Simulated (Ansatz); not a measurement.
# C2H3ClSi (SMILES ClC1=C[SiH2]1) at HSE06/def2-SVP

What is the electronic atomisation energy of C2H3ClSi at HSE06/def2-SVP? 

The calculation is run with Ansatz 0.2.0.

57 further runs of the same task are left out: 57 set aside as unsound or not needed.

### Step 1. The system as given

The species is C2H3ClSi (7 atoms), meant as a singlet with charge 0. As SMILES, `ClC1=C[SiH2]1`. Geometry: relaxed at PBE0-D4/def2-TZVP.

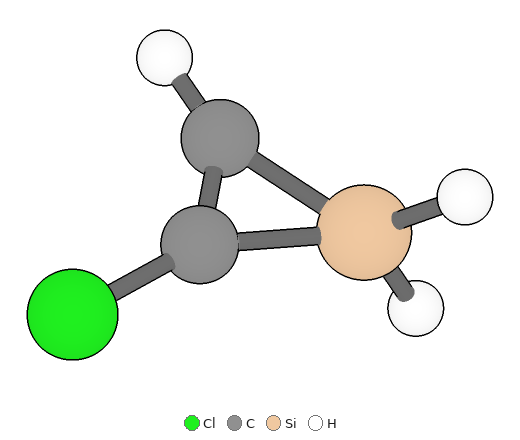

The structure, seen from a chosen angle (chlorine green, carbon grey, silicon light orange, hydrogen white).

### Step 2. A single-point energy at HSE06/def2-SVP

File in.yaml:

```yaml
crystal:
  periodic: [false, false, false]
  atoms:
    - symbol: Cl
      position_ang: [-1.169200, -2.293300, 0.411500]
    - symbol: C
      position_ang: [-0.358000, -0.819900, 0.163200]
    - symbol: C
      position_ang: [0.836800, -0.330000, 0.466700]
    - symbol: Si
      position_ang: [-0.185900, 0.871600, -0.438900]
    - symbol: H
      position_ang: [1.727500, -0.673800, 0.975600]
    - symbol: H
      position_ang: [-0.837800, 2.011300, 0.248800]
    - symbol: H
      position_ang: [0.047800, 1.166200, -1.872600]
basis:
  gaussian:
    orbitals: def2-SVP
hamiltonian:
  xc: hse06
accuracy: high
output: {orbitals: {seedname: orbitals}}
```

Started as:

```
$ ansatz run in.yaml --threads 1 --pin off --max-ram 3480MiB --events-out events.jsonl --progress --plain --runs-dir runs
```

The program printed:

```text
Warning: RAYON_NUM_THREADS=1 ignored (pool sized by the plan → 1); use --threads N
Functional definition: HSE06
  name "HSE06"
  parameter a = 0.25
  parameter omega = 0.11/bohr
  exchange = pbe_x - a*pbe_x_sr(omega) + a*exact_x_sr(omega)
  correlation = pbe_c
1684 factors; integrals over basis functions are off by at most 3.6e-9 eV
94 factors; integrals over basis functions are off by at most 2.4e-9 eV
mean field evaluation 1: about -22496.5182 eV, gradient 4.7e1 eV
mean field evaluation 2: about -22487.5695 eV, gradient 7.0e1 eV
mean field evaluation 4: about -22502.2393 eV, gradient 3.4e0 eV
mean field evaluation 8: about -22502.4480 eV, gradient 7.2e-1 eV
mean field evaluation 16: about -22502.4497 eV, gradient 3.8e-5 eV
mean field -22502.44970305 eV, -826.9497738789 hartree, gradient 4.7e-8 eV, S^2 0.000000; 0 other end points of the search recorded, 0 dependent functions left out
reference -22502.44970590 eV, -826.9497739834 hartree; 23, 23 occupied and 56, 56 virtual orbitals, 1684 factors
Total energy: -22502.44970590 eV, -826.9497739834 hartree
```

It took 6.3 s on 1 thread of Arm Neoverse V2, shared host; peak memory 0.25 GiB.

### Step 3. The C atom

File job.yaml:

```yaml
crystal:
  periodic: [false, false, false]
  atoms:
    - {symbol: C, position_ang: [0.000000, 0.000000, 0.000000]}
basis:
  gaussian: {orbitals: def2-SVP}
magnetization: {spin_polarized: true, initial_magnetization: 2}
hamiltonian: {xc: {name: HSE06}}
accuracy: high
```

Run the same way, it converges to -37.75830 Eh (log not shown).

### Step 4. The Cl atom at the same level

File job.yaml:

```yaml
crystal:
  periodic: [false, false, false]
  atoms:
    - {symbol: Cl, position_ang: [0.000000, 0.000000, 0.000000]}
basis:
  gaussian: {orbitals: def2-SVP}
magnetization: {spin_polarized: true, initial_magnetization: 1}
accuracy: high
hamiltonian: {xc: {name: HSE06}}
```

Started as:

```
$ ansatz run job.yaml --threads 1 --pin off --max-ram 3480MiB --events-out events.jsonl --progress --plain --runs-dir runs
```

The program printed:

```text
Warning: RAYON_NUM_THREADS=1 ignored (pool sized by the plan → 1); use --threads N
Functional definition: HSE06
  name "HSE06"
  parameter a = 0.25
  parameter omega = 0.11/bohr
  exchange = pbe_x - a*pbe_x_sr(omega) + a*exact_x_sr(omega)
  correlation = pbe_c
134 factors; integrals over basis functions are off by at most 2.6e-9 eV
35 factors; integrals over basis functions are off by at most 6.5e-10 eV
mean field evaluation 1: about -12512.5725 eV, gradient 3.0e0 eV
mean field evaluation 2: about -12512.6278 eV, gradient 7.2e-1 eV
mean field evaluation 4: about -12512.6284 eV, gradient 7.5e-1 eV
mean field evaluation 8: about -12512.6313 eV, gradient 1.1e-3 eV
mean field evaluation 16: about -12512.6313 eV, gradient 1.6e-8 eV
mean field -12512.63125911 eV, -459.8307174061 hartree, gradient 1.6e-8 eV, S^2 0.752248; 0 other end points of the search recorded, 0 dependent functions left out
reference -12512.63126005 eV, -459.8307174406 hartree; 9, 8 occupied and 9, 10 virtual orbitals, 134 factors
Total energy: -12512.63126005 eV, -459.8307174406 hartree
```

It took 0.86 s on 1 thread of Arm Neoverse V2, shared host.

### Step 5. The H atom, same level

File molecule.yaml:

```yaml
crystal:
  periodic: [false, false, false]
  atoms:
    - {symbol: H, position_ang: [0.000000, 0.000000, 0.000000]}
basis:
  gaussian: {orbitals: def2-SVP}
magnetization: {spin_polarized: true, initial_magnetization: 1}
hamiltonian: {xc: {name: HSE06}}
accuracy: high
```

Run the same way, it converges to -0.50000 Eh (log not shown).

### Step 6. The Si atom at the same level

File run.yaml:

```yaml
crystal:
  periodic: [false, false, false]
  atoms:
    - symbol: Si
      position_ang: [0.000000, 0.000000, 0.000000]
basis:
  gaussian:
    orbitals: def2-SVP
magnetization:
  spin_polarized: true
  initial_magnetization: 2
hamiltonian:
  xc: hse06
accuracy: high
```

Run the same way, it converges to -289.14547 Eh (log not shown).

### Step 7. Summary of results

At HSE06/def2-SVP:

| quantity | value |
| --- | --- |
| molecule: total energy | -826.94977 Eh |
| molecule: HOMO energy | -7.34 eV |
| molecule: LUMO energy | -0.58 eV |
| molecule: HOMO–LUMO gap | 6.76 eV |
| C atom: total energy | -37.75830 Eh |
| C atom: ⟨S²⟩ | 2.002 |
| Cl atom: total energy | -459.83072 Eh |
| Cl atom: ⟨S²⟩ | 0.752 |
| H atom: total energy | -0.50000 Eh |
| H atom: ⟨S²⟩ | 0.750 |
| Si atom: total energy | -289.14547 Eh |
| Si atom: ⟨S²⟩ | 2.004 |
| electronic atomisation energy | 26.041 eV |

In words: Taking the molecule apart into free atoms costs 26.04 eV (601 kcal/mol), before zero-point energy and without spin-orbit coupling.
